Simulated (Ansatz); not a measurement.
System: CsDyPt.

```xyz
3
Lattice="5.3328 0.0000 0.0000 -2.6664 4.6183 0.0000 0.0000 0.0000 3.3715" Properties=species:S:1:pos:R:3 pbc="T T T"
Cs    0.0000    3.0789    1.6857
Dy    2.6664    1.5394    0.0000
Pt    0.0000    0.0000    1.6857
```

Space group P-6m2; a structure generated by program, which may or may not match a known phase; computed without spin polarisation; no Hubbard U on the f states and no spin–orbit coupling.

Method: DFT PBE, scalar-relativistic, plane waves, PAW; 4f electrons in the core of a trivalent norm-conserving potential in Ansatz 0.2.0.

**What can the converged valence pseudo-density and electron localisation function tell about the bonding?**

Cs–Pt (3.08 Å): the density is about 0.22 e/Å³ at the midpoint; the ELF is about 0.15 at the midpoint; no shared electron pair shows on this line.
Cs–Cs (3.37 Å): ρ is about 0.12 e/Å³ halfway; the ELF is about 0.05 at the midpoint: no localised pair shows between them.
Dy–Dy (3.37 Å): the density is about 0.16 e/Å³ at the midpoint; the ELF is about 0.40 at the midpoint: no shared electron pair shows on this line.
Dy–Pt (3.51 Å): ρ is about 0.13 e/Å³ halfway; the ELF is about 0.35 at the midpoint (no localised pair shows between them).

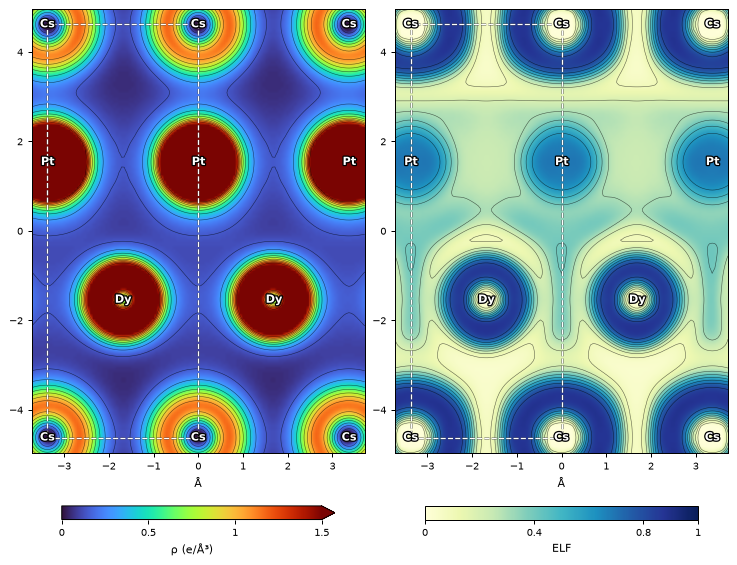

Computed valence pseudo-density and electron localisation function on the (110) plane of the conventional cell, in this order. 
